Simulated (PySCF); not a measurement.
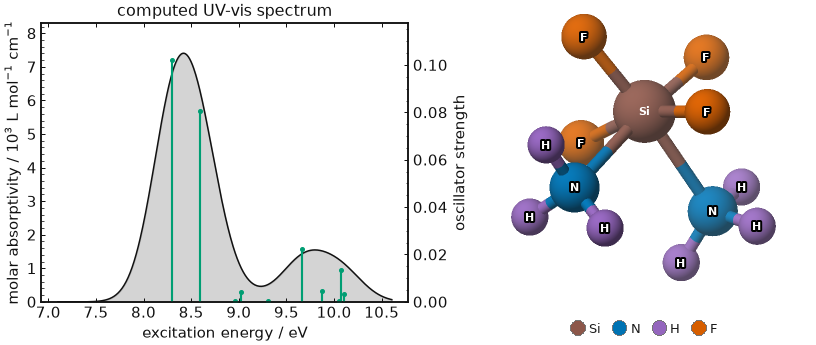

Computed absorption of SiN₂H₆F₄. Vertical TDDFT excitations, CAM-B3LYP/def2-SVPD with PySCF 2.14.0, at a PBE0-D3(BJ)/def2-SVP geometry (no frequency check), gas phase. The lowest 10 singlet states are shown; each is broadened by a Gaussian of 1/e half-width 0.33 eV. Sticks give oscillator strengths (right axis).

> Which of the computed transitions is the brightest, and what character does the calculation give it?

S1 at 8.30 eV (149 nm), f = 0.102, mainly HOMO → LUMO (86 %).

> Where is the lowest singlet, and is it bright?

S1 lies at 8.30 eV (149 nm) with f = 0.102, mainly HOMO → LUMO (86 %); it is bright.

> List the transitions behind the spectrum.

```csv
state,E (eV),λ (nm),f,main character
S1,8.30,149,0.102,HOMO → LUMO (86 %)
S2,8.59,144,0.081,HOMO−1 → LUMO (63 %)
S3,8.96,138,0.000,HOMO−2 → LUMO (64 %)
S4,9.02,137,0.004,HOMO−3 → LUMO (90 %)
S5,9.30,133,0.000,HOMO−4 → LUMO (86 %)
S6,9.66,128,0.022,HOMO → LUMO+1 (68 %)
S7,9.87,126,0.005,HOMO−1 → LUMO+1 (39 %)
S8,10.05,123,0.000,HOMO → LUMO+2 (41 %)
S9,10.07,123,0.014,HOMO−8 → LUMO (29 %)
S10,10.11,123,0.003,HOMO−5 → LUMO (47 %)
```

Caveats: core orbitals are frozen in the response.
